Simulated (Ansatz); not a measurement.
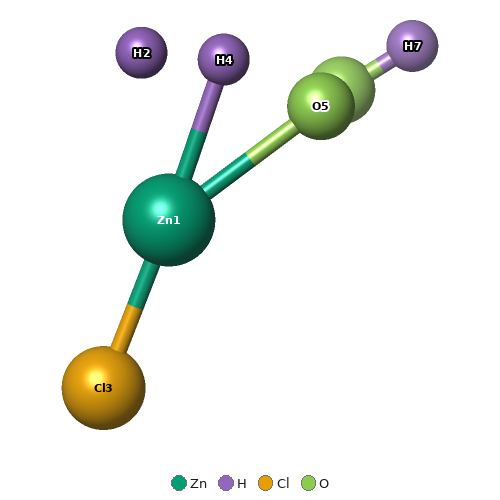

The system is the reacting system ClH3O2Zn (fragments ClHZn + H₂O₂ where the first distance is long, ClHO₂Zn + H₂ where the second is long); the picture shows the reference structure. First axis: distance Zn1–O5 (bond that forms). Second axis: distance Zn1–H2 (bond that breaks). Relaxed at each point: all other coordinates. Grid: 8 × 8 points. Points are written as (first, second). Energies: eV, counted from the lowest grid point. Energies and slopes of some neighbouring points disagree (a jump in structure or state, or too coarse a mesh). The reference is spin-restricted, so regions where a bond is pulled apart into radicals lie too high. All numbers below come from RKS PBE0-D4/def2-SVP (Ansatz 0.2.0).

Its coordinates:

| atom | x (Å) | y (Å) | z (Å) |
| --- | --- | --- | --- |
| Zn | -0.7837 | -1.0847 | -0.0998 |
| H | -1.3206 | 0.4894 | 1.0415 |
| Cl | -1.3178 | -2.8201 | -1.1706 |
| H | -0.3582 | 0.5841 | 0.8695 |
| O | 0.8282 | 0.2855 | 0.4943 |
| O | 1.0959 | 1.0061 | -0.7015 |
| H | 1.8562 | 1.5397 | -0.4334 |

Range: distance Zn1–O5 (bond that forms) from 1.692 to 3.192 Å; distance Zn1–H2 (bond that breaks) from 1.377 to 2.877 Å.

> Predict the map.

The lowest grid point is at (2.212 Å, 1.509 Å). The energy also falls towards the edge at (1.692 Å, 2.877 Å) (0.88 eV above the lowest), where a further well may lie outside the range. The highest grid point, (3.192 Å, 2.877 Å), lies 3.46 eV above the lowest.

| second ↓, first → | 1.692 | 1.824 | 2.005 | 2.212 | 2.437 | 2.677 | 2.929 | 3.192 |
| --- | --- | --- | --- | --- | --- | --- | --- | --- |
| 2.877 | 0.88 | 3.27 | 2.99 | 2.98 | 3.09 | 3.21 | 3.35 | 3.46 |
| 2.614 | 3.26 | 2.69 | 2.41 | 2.39 | 2.50 | 2.62 | 2.75 | 2.86 |
| 2.362 | 2.65 | 2.07 | 1.78 | 1.76 | 1.86 | 1.97 | 2.10 | 2.21 |
| 2.122 | 2.03 | 1.44 | 1.14 | 1.11 | 1.20 | 1.32 | 1.44 | 1.54 |
| 1.897 | 1.48 | 0.88 | 0.57 | 0.53 | 0.61 | 0.74 | 0.86 | 0.95 |
| 1.690 | 1.10 | 0.49 | 0.17 | 0.12 | 0.19 | 0.31 | 0.42 | 0.51 |
| 1.509 | 1.01 | 0.40 | 0.07 | 0.00 | 0.06 | 0.17 | 0.27 | 0.36 |
| 1.377 | 1.24 | 0.62 | 0.29 | 0.21 | 0.26 | 0.36 | 0.46 | 0.54 |

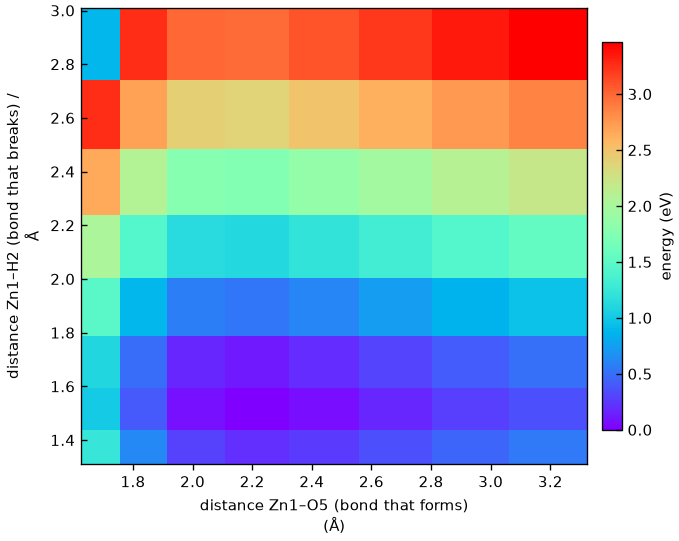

Drawn: one coloured cell a grid point.

Each point was launched as `ansatz run input.yaml --threads 1 --pin off --max-ram 2560MiB --backend cpu --events-out ev --progress --plain --runs-dir out`. Time for the 64 points that were run: 23 min on 1 thread of Arm Neoverse V2, with other jobs on the host.
